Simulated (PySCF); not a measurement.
```xyz
2

Zn    0.0000    0.0000   -0.3558
O     0.0000    0.0000    1.4222
```

Theory: PBE0/def2-SVPD, non-relativistic Hamiltonian with scalar-relativistic core potentials where named, at a bond length of 1.778 Å in PySCF.

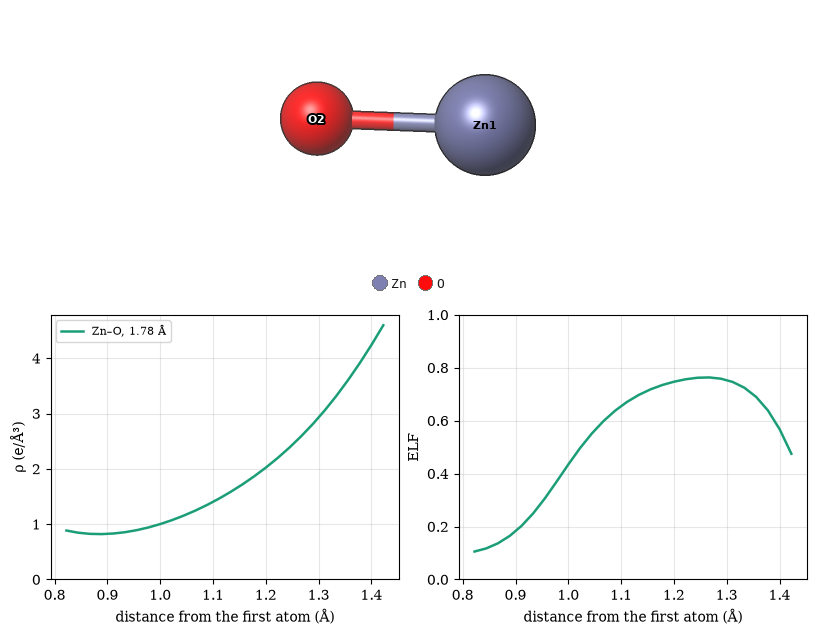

ZnO (charge −1, doublet). Total electron density and electron localisation function along straight lines between neighbouring atoms. The curves leave out the atomic cores. The structure is drawn too.

### What can be read from the curves?

Zn–O (1.78 Å): ρ at the midpoint is about 0.82 e/Å³; the ELF peaks at about 0.75 in the valence shell of O, 0.5 Å from its nucleus, and is about 0.15 at the midpoint.
